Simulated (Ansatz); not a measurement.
A series of calculations on C₂H₈BrNSi

## 1. Relaxation

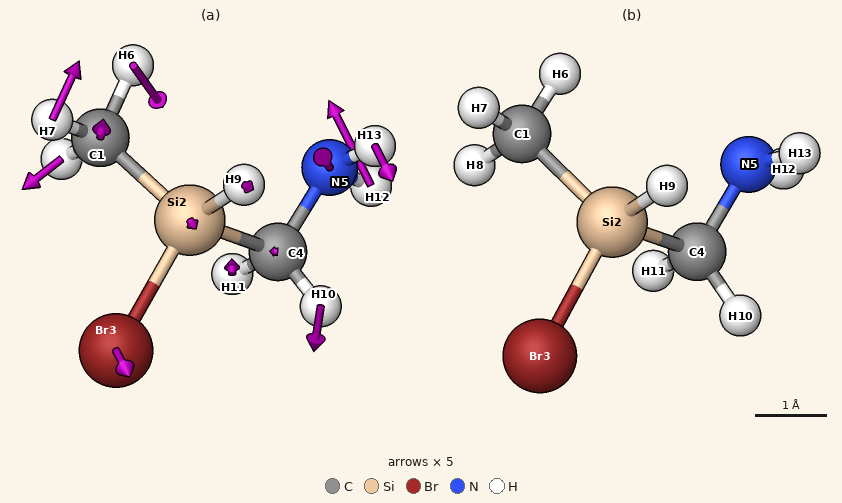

The structure of C₂H₈BrNSi before (left) and after (right) a relaxation, at one scale. The purple arrows give the displacements, 5 times their true length.

The picture is a ball-and-stick view, seen at a tilt.

The run prepares an end point of a later path (inversion) calculation, from a guessed geometry.

The calculation used RKS PBE-D4/def2-SVP in Ansatz.

Input
```yaml
crystal:
  periodic: [false, false, false]
  atoms:
    - { symbol: C, position_ang: [-1.745, -0.2028, 0.6457] }
    - { symbol: Si, position_ang: [0.0273, -0.1877, 0.9365] }
    - { symbol: Br, position_ang: [0.4836, -1.9851, 2.1342] }
    - { symbol: C, position_ang: [1.0953, -0.2554, -0.6577] }
    - { symbol: "N", position_ang: [0.8372, 0.9243, -1.4997] }
    - { symbol: H, position_ang: [-2.0835, 0.7429, 0.0576] }
    - { symbol: H, position_ang: [-2.3251, -0.136, 1.5788] }
    - { symbol: H, position_ang: [-2.0779, -1.0225, 0.065] }
    - { symbol: H, position_ang: [0.4439, 1.0293, 1.7642] }
    - { symbol: H, position_ang: [2.089, -0.3816, -0.4067] }
    - { symbol: H, position_ang: [0.6968, -1.1424, -1.2089] }
    - { symbol: H, position_ang: [1.3552, 0.8177, -2.3468] }
    - { symbol: H, position_ang: [1.2236, 1.7644, -1.0473] }
basis:
  gaussian: { orbitals: def2-SVP }
hamiltonian:
  xc: pbe
  dispersion: d4
relax:
  f_tol: 0.015
  max_steps: 40
```

Launched with:
```bash
ansatz run input.yaml --threads 2 --pin off --max-ram 3072MiB --backend cpu --events-out ev --progress --plain --runs-dir out
```

### What changed between the two?

H12 moves most after the best rigid fit: 0.27 Å. By element the largest moves are H 0.27 Å, N 0.16 Å, Br 0.13 Å, C 0.07 Å, Si 0.04 Å. Some distances before and after: C4–H10 1.033 → 1.119 Å, C1–Si2 1.796 → 1.877 Å, Si2–Br3 2.208 → 2.264 Å, C1–H6 1.164 → 1.110 Å. Bond angles that change, for instance: H6–C1–H7 103.0° → 109.3°, H10–C4–H11 111.5° → 106.0°, Si2–C4–N5 110.4° → 106.0°. The energy falls by 0.401 eV in 7 accepted moves (8 points after the start). The largest force component goes from 3.5 to 0.0085 eV/Å. The line search rejected the trial step at point 2 of the run. Cost: 30 s on 2 threads of Arm Neoverse V2, on a shared host, peak memory 0.18 GiB.

## 2. Relaxation

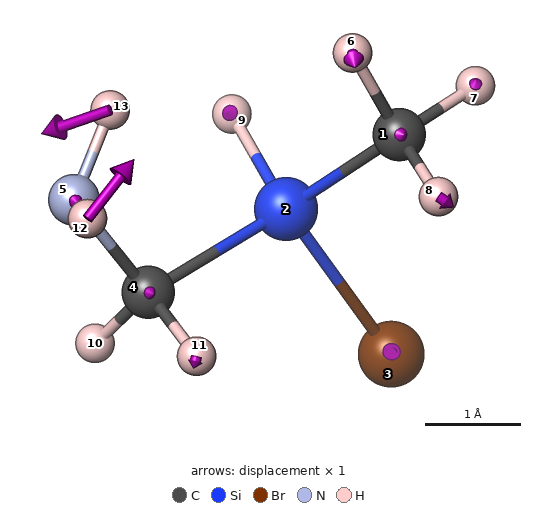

A relaxation of C2H8BrNSi. The starting structure is drawn; purple arrows show the displacements, at their true length. The two geometries are superimposed by the best rigid fit.

Style: ball-and-stick. Shown from a free direction.

The run prepares an end point of a later path (inversion) calculation, from a guessed geometry.

These are results of Ansatz, RKS PBE-D4/def2-SVP, not measurements. (no spin polarisation; force threshold 0.015 eV/Å; at most 40 steps)

Question: Which element moves most?

Answer: Hydrogen: up to 0.85 Å, against 0.20 Å for bromine.

Question: What did the optimiser do to the structure, and how much energy did it gain?

Answer: The energy falls by 0.571 eV in 8 accepted moves (9 points after the start). The largest force component goes from 3.9 to 0.012 eV/Å. The line search rejected the trial step at point 6 of the run. The largest move after the best rigid fit is that of H13, 0.85 Å. By element the largest moves are H 0.85 Å, Br 0.20 Å, N 0.11 Å, C 0.11 Å, Si 0.03 Å. Among the contacts that change: C1–Si2 1.796 → 1.885 Å, C4–H10 1.033 → 1.111 Å, Si2–Br3 2.208 → 2.265 Å, C1–H6 1.164 → 1.110 Å. Among the angles between lasting bonds that change: Si2–C4–H11 103.8° → 110.4°, H10–C4–H11 111.5° → 105.3°, H6–C1–H7 103.0° → 107.9°. Groups turn about C4–N5 by about 55°. Cost: 34 s on 2 threads of Arm Neoverse V2, on a shared host, peak memory 0.18 GiB.

## 3. Path

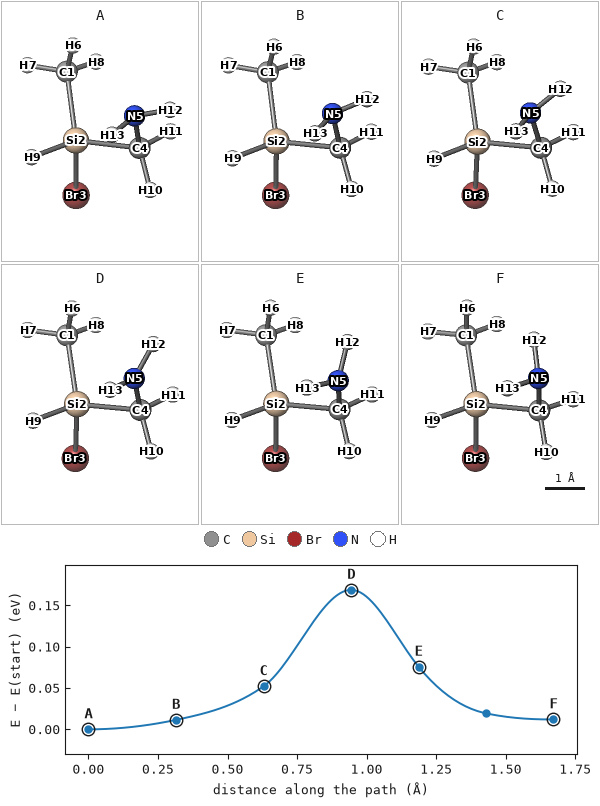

A search for the minimum-energy path of C2H8BrNSi by the nudged elastic band. Images are numbered from 0 (start) to 6 (end). Frames A to F are images 0, 1, 2, 3, 4, 6. The picture is a ball-and-stick view, seen from a free direction.

Theory: Ansatz, RKS PBE-D4/def2-SVP. Set-up: 5 movable images; climbing image; force threshold 0.03 eV/Å; iteration limit 60; starting path by image-dependent pair potential.

**Read off the barrier and say what moves.**

The highest point, image 3, lies 0.169 eV above the start and 0.157 eV above the end; the end is at +0.012 eV relative to the start. The motion is an umbrella inversion at N5. No bond forms or breaks between the ends. Bond angles that change up to the highest image, for instance: H12–N5–H13 106.1° → 117.7°, C4–N5–H13 110.2° → 120.7°. The band converged in 5 iterations. The largest component of the band force went from 0.69 to 0.014 eV/Å. The climbing image converged on the top of the path. Its vibrational analysis gives one imaginary mode (604i cm⁻¹), as a transition state must have.
